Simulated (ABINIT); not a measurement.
# Excitons of Te2Mo (P6_3/mmc) on ever denser meshes, part 2 of 3

Aim: follow the lowest exciton of Te2Mo (P6_3/mmc) as the mesh is refined.

ABINIT 10.8.3; PBE and many-body steps on it, plane waves. Known limits of the many-body steps: not at the basis limit; no spin-orbit coupling; coarse k mesh; bindings not settled in the k mesh.

So far. Step 4 (Self-energy, 3×3×1 mesh, 240 bands, screening to 130.6 …): The gap on the mesh goes from 0.97 eV to 1.44 eV, a correction of +0.46 eV. Step 5 (Excitons): The lowest state lies at 1.271 eV, 0.205 eV under the direct gap.

### Step 6. Model screening

Level of this step: Bethe-Salpeter equation on PBE with a scissors shift, plane waves, norm-conserving pseudopotentials (ABINIT).

Contents of run.abi:

```
acell 3*1.0 Angstrom
rprim 
  3.518200000003 -0.000000000001 0.000000000000
  -1.759100000001 3.046850575598 0.000000000000
  0.000000000000 0.000000000000 13.973600000000
ntypat 2
znucl 52 42
natom 6
typat 1 1 1 1 2 2
xred 
  0.333333333333 0.666666666667 0.621000000000
  0.666666666667 0.333333333333 0.121000000000
  0.333333333333 0.666666666667 0.879000000000
  0.666666666667 0.333333333333 0.379000000000
  0.333333333333 0.666666666667 0.250000000000
  0.666666666667 0.333333333333 0.750000000000
pp_dirpath "pseudos"
pseudos "Te.upf, Mo.upf"
ecut 39
ngkpt 3 3 1
nshiftk 1
shiftk 0 0 0
kptopt 1
chksymbreak 0
istwfk *1
occopt 1
irdwfk 1
optdriver 99
bs_calctype 1
mbpt_sciss 0.437 eV
bs_loband 61
nband 64
bs_exchange_term 1
bs_coulomb_term 21
bs_coupling 0
bs_algorithm 1
bs_freq_mesh 0 4 0.05 eV
zcut 0.1 eV
ecuteps 3
ecutwfn 19.5
inclvkb 2
mdf_epsinf 20.39
irdden 1
indata_prefix "in"
outdata_prefix "out"
tmpdata_prefix "tmp"
```

Run with:

```bash
OMP_NUM_THREADS=1 mpirun -n 4 abinit run.abi > log
```

Numbers of over 12 decimals in the logs are rounded to 6 here.

The log of the run:

```text
.Version 10.8.3 of ABINIT. v10.8.2 released Aug 2026.

 Symmetries : space group P6_3/m m c (#194); Bravais hP (primitive hexag.)
[... echo of the input left out ...]
== DATASET  1 ==================================================================
-   mpi_nproc: 4, omp_nthreads: 1 (-1 if OMP is not activated)

--- !DatasetInfo
iteration_state: {dtset: 1, }
dimensions: {natom: 6, nkpt: 3, mband: 64, nsppol: 1, nspinor: 1, nspden: 1, mpw: 4205, }
cutoff_energies: {ecut:  19.5, pawecutdg:  -1.0, }
electrons: {nelect:   1.24000000E+02, charge:   0.00000000E+00, occopt:   1.00000000E+00, tsmear:   1.00000000E-02, }

 Exciton: Calculation of dielectric properties by solving the Bethe-Salpeter equation
 in frequency domain and reciprocal space on a transitions basis set.
 Based on a program developed by L. Reining, V. Olevano, F. Sottile,
 S. Albrecht, and G. Onida. Incorporated in ABINIT by M. Giantomassi.

.Using double precision arithmetic ; gwpc =  8

[... cell and pseudopotentials left out ...]
--------------------------------------------------------------------------------

 ==== K-mesh for the wavefunctions ====
 Number of points in the irreducible wedge :     3
[... list of points left out ...]
 Together with 24 symmetry operations and time-reversal symmetry
 yields     9 points in the full Brillouin Zone.

 ==== Q-mesh for the screening function ====
 Number of points in the irreducible wedge :     3
[... list of points left out ...]
 Together with 24 symmetry operations and time-reversal symmetry
 yields     9 points in the full Brillouin Zone.

 vcoul_init : cutoff-mode = AUXILIARY_FUNCTION
 q-points for optical limit:   1
     1)      0.000010    0.000020    0.000030
 setmesh: FFT mesh size selected  =    20x   20x   80
[...]
Number of electrons calculated from density =  123.3250; Expected =  124.0000
 average of density, n =  0.122004
 r_s =    1.2508
 omega_plasma =   33.6932 [eV]

. Writing resonant excitonic Hamiltonian on file out_BSR; file size=   0.00 [Gb].
 Direct diagonalization of the resonant excitonic Hamiltonian, Matrix size= 36
. Using LAPACK sequential version.
 Excitonic eigenvalues in eV up to n=   32
   1.27640   1.27753   1.27850   1.27963   1.55086   1.55117   1.55135   1.55165
   2.11480   2.11718   2.11743   2.11814   2.13746   2.13771   2.27229   2.27253
   2.27427   2.27488   2.28736   2.28758   2.48131   2.48184   2.52382   2.52492
   2.52539   2.63453   2.63500   2.67041   2.67285   2.67328   3.16928   3.16928

 First excitonic eigenvalue=    1.28 [eV]
 Last  excitonic eigenvalue=    4.37 [eV]

 GW  direct gap       1.48  0.00 [eV]
 EXC direct gap       1.28  0.00 [eV]
 EXC binding energy   0.20  0.00 [eV]

 Excitonic eigenvalues up to the GW energy gap [eV]
  1 (  1.28  0.00)
  2 (  1.28  0.00)
  3 (  1.28  0.00)
  4 (  1.28  0.00)

 Macroscopic dielectric function:
 omega [eV] <KS_RPA_nlf>  <GW_RPA_nlf>  <BSE>
   0.0000   8.9853   0.0000   6.8642   0.0000   7.8620   0.0000
   0.0500   8.9997   0.0596   6.8697   0.0223   7.8710   0.0366
   0.1000   9.0432   0.1207   6.8861   0.0448   7.8979   0.0738
[...]
0.4000  10.0315   0.6274   7.2377   0.2035   8.4868   0.3532
   0.4500  10.3599   0.7658   7.3456   0.2378   8.6735   0.4195

 Writing KS-RPA macroscopic dielectric function without local fields to file: out_RPA_NLF_MDF
 Writing GW-RPA macroscopic dielectric function without local fields to file: out_GW_NLF_MDF
 Writing EXC Macroscopic dielectric function to file: out_EXC_MDF

== END DATASET(S) ==============================================================
================================================================================

 -outvars: echo values of variables after computation  --------
           etotal      0.0000000000E+00
            nband          64
             nkpt           3
          spgroup         194
 [... the other variables as echoed above ...]

 Calculation completed.
```

It took 7.8 s on 4 MPI ranks of Arm Neoverse V1, shared host; peak memory 0.67 GiB.

This step gave:

```yaml
direct_gap_of_the_transition_levels: 1.476 eV
transitions_in_the_window: 36
first_strong_exciton_over_a_fiftieth_of_the_strongest_listed: 1.276 eV
lowest_state: 1.276 eV
binding_of_the_lowest_state_below_the_direct_gap: 0.1996 eV
coulomb_term_of_one_mesh_cell: 0.1816 eV
```

The binding is 1.1 times the screened Coulomb term of one mesh cell (0.18 eV), so it is not shown settled.

The lowest state lies at 1.276 eV, 0.200 eV under the direct gap.

The ε₂ has structure finer than the step of the table below, so its rows give means over 0.5 eV, whole bins alone (the curve runs from 0 to 3.95 eV). Peaks (eV: height): BSE 1.30: 32.5, 2.65: 7.56; no electron-hole interaction 1.50: 26.0, 2.85: 8.10; Kohn-Sham, no shift 1.05: 26.7, 2.40: 8.33.

Mean over the three Cartesian directions of q; broadening 0.1 eV; transition window only. Limits: finite bands, cutoff and mesh; no spin-orbit coupling; coarse k mesh; exciton not shown settled in the k mesh. ε₂ against photon energy; means over each step:

```csv
photon energy (eV),BSE,no electron-hole interaction,"Kohn-Sham, no shift"
0.5,0.559,0.297,1.17
1.0,7.74,1.69,15.1
1.5,14.2,16.9,6.70
2.0,1.68,4.64,1.92
2.5,3.78,2.30,3.98
3.0,1.35,3.52,0.655
3.5,0.680,0.690,0.356
```

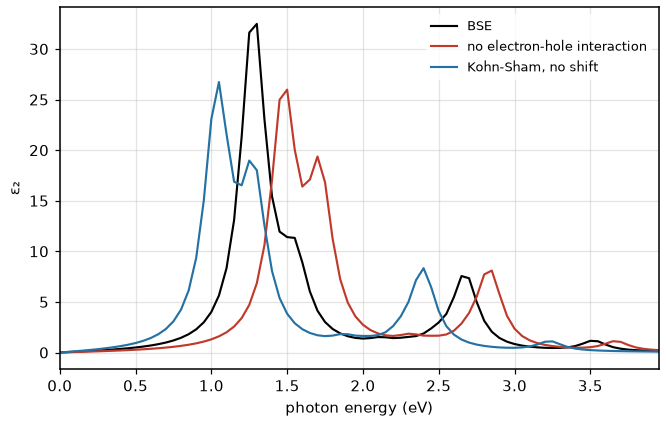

ε₂, plotted against photon energy.

### Step 7. Empty states on the mesh, 6×6×1 mesh, 76 bands

This step: DFT, PBE, plane waves, norm-conserving pseudopotentials.

run.abi, as its differences from that of step 6:

```diff
@@ -19,3 +19,3 @@
 ecut 39
-ngkpt 3 3 1
+ngkpt 6 6 1
 nshiftk 1
@@ -24,21 +24,10 @@
 chksymbreak 0
+iscf -2
+irdden 1
 istwfk *1
-occopt 1
-irdwfk 1
-optdriver 99
-bs_calctype 1
-mbpt_sciss 0.437 eV
-bs_loband 61
-nband 64
-bs_exchange_term 1
-bs_coulomb_term 21
-bs_coupling 0
-bs_algorithm 1
-bs_freq_mesh 0 4 0.05 eV
-zcut 0.1 eV
-ecuteps 3
-ecutwfn 19.5
-inclvkb 2
-mdf_epsinf 20.39
-irdden 1
+nband 76
+nbdbuf 6
+tolwfr 1e-09
+nstep 60
+prtvol 0
 indata_prefix "in"
```

The log of the run:

```text
.Version 10.8.3 of ABINIT. v10.8.2 released Aug 2026.

 Symmetries : space group P6_3/m m c (#194); Bravais hP (primitive hexag.)
[... echo of the input left out ...]
== DATASET  1 ==================================================================
-   mpi_nproc: 4, omp_nthreads: 1 (-1 if OMP is not activated)

--- !DatasetInfo
iteration_state: {dtset: 1, }
dimensions: {natom: 6, nkpt: 7, mband: 76, nsppol: 1, nspinor: 1, nspden: 1, mpw: 11799, }
cutoff_energies: {ecut:  39.0, pawecutdg:  -1.0, }
[...]
0.32650    0.32650    0.32780    0.32780    0.35298    0.36495    0.47176    0.47176
   0.47665    0.47665    0.47992    0.47992    0.48929    0.48929    0.57510    0.59288
   0.62901    0.64609    0.67148    0.69281
 prteigrs : prtvol=0 or 1, do not print more k-points.

== END DATASET(S) ==============================================================
================================================================================

 -outvars: echo values of variables after computation  --------
            nband          76
             nkpt           7
          spgroup         194
 [... the other variables as echoed above ...]

 Calculation completed.
```

Run time: 62 s. Hardware: 4 MPI ranks; peak memory 0.47 GiB; 4.1 min of CPU time.

Numbers from this step:

* gap: 0.8286 eV
* k of the valence top: 0, 0, 0
* k of the conduction bottom: 0.1667, 0.1667, 0
* least direct gap: 1.039 eV
* k points computed: 7
* lowest point of the top converged band, above the valence top: 3.383 eV

On this mesh the gap is 0.829 eV.

### Step 8. k mesh (6×6×1)

This step: Bethe-Salpeter equation on PBE with a scissors shift, plane waves, norm-conserving pseudopotentials.

run.abi, as its differences from that of step 7:

```diff
@@ -24,10 +24,21 @@
 chksymbreak 0
-iscf -2
+istwfk *1
+occopt 1
+irdwfk 1
+optdriver 99
+bs_calctype 1
+mbpt_sciss 0.437 eV
+bs_loband 61
+nband 64
+bs_exchange_term 1
+bs_coulomb_term 21
+bs_coupling 0
+bs_algorithm 1
+bs_freq_mesh 0 4 0.05 eV
+zcut 0.1 eV
+ecuteps 3
+ecutwfn 19.5
+inclvkb 2
+mdf_epsinf 20.39
 irdden 1
-istwfk *1
-nband 76
-nbdbuf 6
-tolwfr 1e-09
-nstep 60
-prtvol 0
 indata_prefix "in"
```

The log of the run:

```text
.Version 10.8.3 of ABINIT. v10.8.2 released Aug 2026.

 Symmetries : space group P6_3/m m c (#194); Bravais hP (primitive hexag.)
[... echo of the input left out ...]
== DATASET  1 ==================================================================
-   mpi_nproc: 4, omp_nthreads: 1 (-1 if OMP is not activated)

--- !DatasetInfo
iteration_state: {dtset: 1, }
dimensions: {natom: 6, nkpt: 7, mband: 64, nsppol: 1, nspinor: 1, nspden: 1, mpw: 4205, }
cutoff_energies: {ecut:  19.5, pawecutdg:  -1.0, }
electrons: {nelect:   1.24000000E+02, charge:   0.00000000E+00, occopt:   1.00000000E+00, tsmear:   1.00000000E-02, }

 Exciton: Calculation of dielectric properties by solving the Bethe-Salpeter equation
 in frequency domain and reciprocal space on a transitions basis set.
 Based on a program developed by L. Reining, V. Olevano, F. Sottile,
 S. Albrecht, and G. Onida. Incorporated in ABINIT by M. Giantomassi.

.Using double precision arithmetic ; gwpc =  8

[... cell and pseudopotentials left out ...]
--------------------------------------------------------------------------------

 ==== K-mesh for the wavefunctions ====
 Number of points in the irreducible wedge :     7
[... list of points left out ...]
 Together with 24 symmetry operations and time-reversal symmetry
 yields    36 points in the full Brillouin Zone.

 ==== Q-mesh for the screening function ====
 Number of points in the irreducible wedge :     7
[... list of points left out ...]
 Together with 24 symmetry operations and time-reversal symmetry
 yields    36 points in the full Brillouin Zone.

 vcoul_init : cutoff-mode = AUXILIARY_FUNCTION
 q-points for optical limit:   1
     1)      0.000010    0.000020    0.000030
 setmesh: FFT mesh size selected  =    20x   20x   80
[...]
Number of electrons calculated from density =  123.3281; Expected =  124.0000
 average of density, n =  0.122007
 r_s =    1.2508
 omega_plasma =   33.6937 [eV]

. Writing resonant excitonic Hamiltonian on file out_BSR; file size=   0.00 [Gb].
 Direct diagonalization of the resonant excitonic Hamiltonian, Matrix size= 144
. Using LAPACK sequential version.
 Excitonic eigenvalues in eV up to n=   32
   1.36124   1.36124   1.36257   1.36278   1.60343   1.60343   1.60462   1.60475
   1.73079   1.73095   1.73791   1.74207   1.75045   1.75657   1.76827   1.76845
   1.76988   1.76993   1.78530   1.78591   1.82313   1.82591   1.82789   1.82998
   1.83091   1.86092   1.90010   1.90223   1.92054   1.92113   1.93072   1.93123

 First excitonic eigenvalue=    1.36 [eV]
 Last  excitonic eigenvalue=    3.57 [eV]

 GW  direct gap       1.48  0.00 [eV]
 EXC direct gap       1.36  0.00 [eV]
 EXC binding energy   0.11  0.00 [eV]

 Excitonic eigenvalues up to the GW energy gap [eV]
  1 (  1.36  0.00)
  2 (  1.36  0.00)
  3 (  1.36  0.00)
  4 (  1.36  0.00)

 Macroscopic dielectric function:
 omega [eV] <KS_RPA_nlf>  <GW_RPA_nlf>  <BSE>
   0.0000   6.0873   0.0000   4.9319   0.0000   5.2468   0.0000
   0.0500   6.0935   0.0258   4.9346   0.0109   5.2503   0.0141
   0.1000   6.1125   0.0520   4.9427   0.0220   5.2607   0.0283
[...]
0.4000   6.5306   0.2553   5.1135   0.0972   5.4822   0.1278
   0.4500   6.6649   0.3061   5.1650   0.1126   5.5500   0.1491

 Writing KS-RPA macroscopic dielectric function without local fields to file: out_RPA_NLF_MDF
 Writing GW-RPA macroscopic dielectric function without local fields to file: out_GW_NLF_MDF
 Writing EXC Macroscopic dielectric function to file: out_EXC_MDF

== END DATASET(S) ==============================================================
================================================================================

 -outvars: echo values of variables after computation  --------
           etotal      0.0000000000E+00
            nband          64
             nkpt           7
          spgroup         194
 [... the other variables as echoed above ...]

 Calculation completed.
```

It took 13 s on 4 MPI ranks; peak memory 1.1 GiB.

This step gave:

```
direct gap of the transition levels                            : 1.476 eV
transitions in the window                                      : 144
first strong exciton (over a fiftieth of the strongest listed) : 1.361 eV
lowest state                                                   : 1.361 eV
binding of the lowest state below the direct gap               : 0.1148 eV
Coulomb term of one mesh cell                                  : 0.1144 eV
```

The binding is 1.0 times the screened Coulomb term of one mesh cell (0.11 eV), so it is not shown settled.

The lowest state lies at 1.361 eV, 0.115 eV under the direct gap.

The ε₂ has structure finer than the step of the table below, so its rows give means over 0.2 eV, whole bins alone (the curve runs from 0 to 3.95 eV). Peaks (eV: height): BSE 1.35: 8.46, 1.90: 12.5; no electron-hole interaction 1.50: 7.27, 2.05: 11.1; Kohn-Sham, no shift 1.05: 7.40, 1.60: 11.2.

Mean over the three Cartesian directions of q; broadening 0.1 eV; transition window only. Limits: finite bands, cutoff and mesh; no spin-orbit coupling; coarse k mesh; exciton not shown settled in the k mesh. ε₂ against photon energy; means over each step:

```csv
photon energy (eV),BSE,no electron-hole interaction,"Kohn-Sham, no shift"
0.2,0.0585,0.0452,0.110
0.4,0.129,0.0980,0.261
0.6,0.233,0.170,0.554
0.8,0.421,0.287,1.52
1.0,0.891,0.524,5.63
1.2,3.09,1.24,6.16
1.4,7.18,4.86,8.79
1.6,7.12,6.09,10.3
1.8,9.77,8.27,5.96
2.0,8.87,10.6,6.16
2.2,5.14,6.47,5.92
2.4,5.28,6.08,4.67
2.6,5.60,6.06,1.55
2.8,3.41,5.16,0.588
3.0,1.03,1.98,0.361
3.2,0.465,0.680,0.385
3.4,0.346,0.388,0.222
3.6,0.369,0.385,0.128
3.8,0.177,0.264,0.0932
```

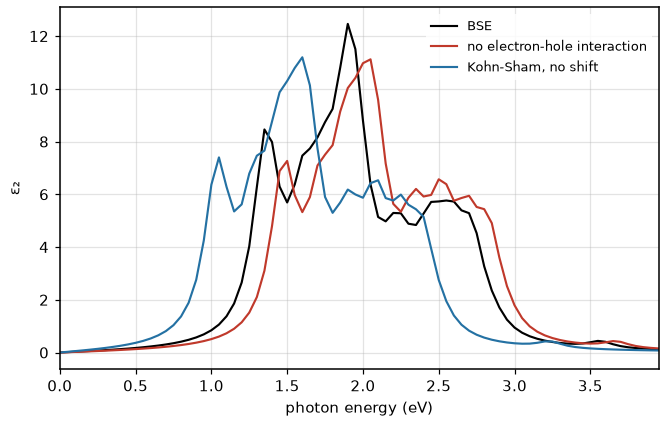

ε₂, plotted against photon energy.

The window of bands is narrower than in the first exciton run, so this row is not like for like with it.

### Step 9. Empty states on the mesh, 6×6×2 mesh, 76 bands

This step: DFT, PBE, plane waves, norm-conserving pseudopotentials.

run.abi, as its differences from that of step 8:

```diff
@@ -19,3 +19,3 @@
 ecut 39
-ngkpt 6 6 1
+ngkpt 6 6 2
 nshiftk 1
@@ -24,21 +24,10 @@
 chksymbreak 0
+iscf -2
+irdden 1
 istwfk *1
-occopt 1
-irdwfk 1
-optdriver 99
-bs_calctype 1
-mbpt_sciss 0.437 eV
-bs_loband 61
-nband 64
-bs_exchange_term 1
-bs_coulomb_term 21
-bs_coupling 0
-bs_algorithm 1
-bs_freq_mesh 0 4 0.05 eV
-zcut 0.1 eV
-ecuteps 3
-ecutwfn 19.5
-inclvkb 2
-mdf_epsinf 20.39
-irdden 1
+nband 76
+nbdbuf 6
+tolwfr 1e-09
+nstep 60
+prtvol 0
 indata_prefix "in"
```

The log of the run:

```text
.Version 10.8.3 of ABINIT. v10.8.2 released Aug 2026.

 Symmetries : space group P6_3/m m c (#194); Bravais hP (primitive hexag.)
[... echo of the input left out ...]
== DATASET  1 ==================================================================
-   mpi_nproc: 4, omp_nthreads: 1 (-1 if OMP is not activated)

--- !DatasetInfo
iteration_state: {dtset: 1, }
dimensions: {natom: 6, nkpt: 14, mband: 76, nsppol: 1, nspinor: 1, nspden: 1, mpw: 11799, }
cutoff_energies: {ecut:  39.0, pawecutdg:  -1.0, }
[...]
0.32650    0.32650    0.32780    0.32780    0.35298    0.36495    0.47176    0.47176
   0.47665    0.47665    0.47992    0.47992    0.48929    0.48929    0.57510    0.59288
   0.62901    0.64609    0.67148    0.69281
 prteigrs : prtvol=0 or 1, do not print more k-points.

== END DATASET(S) ==============================================================
================================================================================

 -outvars: echo values of variables after computation  --------
            nband          76
             nkpt          14
          spgroup         194
 [... the other variables as echoed above ...]

 Calculation completed.
```

The job ended after 2 min (4 MPI ranks; peak memory 0.57 GiB).

Numbers from this step:

- gap: 0.8286 eV
- k of the valence top: 0, 0, 0
- k of the conduction bottom: 0.1667, 0.1667, 0
- least direct gap: 1.039 eV
- k points computed: 14
- lowest point of the top converged band, above the valence top: 3.269 eV

On this mesh the gap is 0.829 eV.

### Step 10. k mesh (6×6×2)

This step: Bethe-Salpeter equation on PBE with a scissors shift, plane waves, norm-conserving pseudopotentials.

run.abi, as its differences from that of step 9:

```diff
@@ -24,10 +24,21 @@
 chksymbreak 0
-iscf -2
+istwfk *1
+occopt 1
+irdwfk 1
+optdriver 99
+bs_calctype 1
+mbpt_sciss 0.437 eV
+bs_loband 61
+nband 64
+bs_exchange_term 1
+bs_coulomb_term 21
+bs_coupling 0
+bs_algorithm 1
+bs_freq_mesh 0 4 0.05 eV
+zcut 0.1 eV
+ecuteps 3
+ecutwfn 19.5
+inclvkb 2
+mdf_epsinf 20.39
 irdden 1
-istwfk *1
-nband 76
-nbdbuf 6
-tolwfr 1e-09
-nstep 60
-prtvol 0
 indata_prefix "in"
```

The log of the run:

```text
.Version 10.8.3 of ABINIT. v10.8.2 released Aug 2026.

 Symmetries : space group P6_3/m m c (#194); Bravais hP (primitive hexag.)
[... echo of the input left out ...]
== DATASET  1 ==================================================================
-   mpi_nproc: 4, omp_nthreads: 1 (-1 if OMP is not activated)

--- !DatasetInfo
iteration_state: {dtset: 1, }
dimensions: {natom: 6, nkpt: 14, mband: 64, nsppol: 1, nspinor: 1, nspden: 1, mpw: 4205, }
cutoff_energies: {ecut:  19.5, pawecutdg:  -1.0, }
[...]
Writing KS-RPA macroscopic dielectric function without local fields to file: out_RPA_NLF_MDF
 Writing GW-RPA macroscopic dielectric function without local fields to file: out_GW_NLF_MDF
 Writing EXC Macroscopic dielectric function to file: out_EXC_MDF

== END DATASET(S) ==============================================================
================================================================================

 -outvars: echo values of variables after computation  --------
           etotal      0.0000000000E+00
            nband          64
             nkpt          14
          spgroup         194
 [... the other variables as echoed above ...]

 Calculation completed.
```

The job ended after 23 s (4 MPI ranks; peak memory 1.9 GiB).

This step gave:

```yaml
direct_gap_of_the_transition_levels: 1.476 eV
transitions_in_the_window: 288
first_strong_exciton_over_a_fiftieth_of_the_strongest_listed: 1.391 eV
lowest_state: 1.391 eV
binding_of_the_lowest_state_below_the_direct_gap: 0.08495 eV
coulomb_term_of_one_mesh_cell: 0.09080 eV
```

The binding is 0.94 times the screened Coulomb term of one mesh cell (0.09 eV), so it is not shown settled.

The lowest state lies at 1.391 eV, 0.085 eV under the direct gap.

The ε₂ has structure finer than the step of the table below, so its rows give means over 0.2 eV, whole bins alone (the curve runs from 0 to 3.95 eV). Peaks (eV: height): BSE 1.55: 7.84, 2.10: 12.7; no electron-hole interaction 1.65: 7.83, 2.20: 14.1; Kohn-Sham, no shift 1.20: 7.87, 1.80: 13.9.

Mean over the three Cartesian directions of q; broadening 0.1 eV; transition window only. Limits: finite bands, cutoff and mesh; no spin-orbit coupling; exciton not shown settled in the k mesh. ε₂ against photon energy; means over each step:

```csv
photon energy (eV),BSE,no electron-hole interaction,"Kohn-Sham, no shift"
0.2,0.0530,0.0420,0.0988
0.4,0.116,0.0906,0.231
0.6,0.206,0.156,0.473
0.8,0.361,0.258,1.18
1.0,0.713,0.456,4.25
1.2,2.09,0.998,7.12
1.4,6.68,3.52,6.29
1.6,6.77,6.99,9.00
1.8,7.11,6.28,12.6
2.0,11.1,8.24,6.28
2.2,9.87,12.7,4.66
2.4,4.54,7.27,4.00
2.6,4.23,4.73,1.29
2.8,3.18,4.40,0.545
3.0,0.974,1.63,0.404
3.2,0.470,0.617,0.321
3.4,0.386,0.423,0.188
3.6,0.295,0.342,0.120
3.8,0.164,0.217,0.0899
```

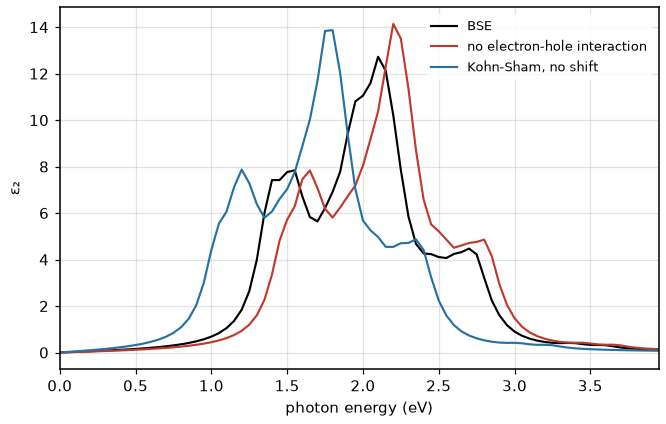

ε₂, plotted against photon energy.

The window of bands is narrower than in the first exciton run, so this row is not like for like with it.

[end of part 2 of 3]

[Paths, hosts, dates, memory and timing lines, banners, echoed tables and standing remarks are left out of the program output.]

[Logs are printed without paths, hosts, clocks, repeated set-up lines and the standing remarks that a program may print on its own settings, such as how far it seeks lower states.]

[Runs of the session that timed out or met a known fault of the program may be left out.]

[Hosts, paths, dates, database ids (printed as entryN), source tags and the programs' standing remarks are cut or masked in the printed files.]

[G0W0 gaps are taken among the corrected bands and points alone; a level outside them can change the order at an edge.]

[Where Ansatz stands beside ABINIT at settings called matched, ABINIT's density can come from a denser mesh and the files from another edition; pairs whose starting gaps differed by over 0.03 eV were left out, so agreement reads better than it is.]
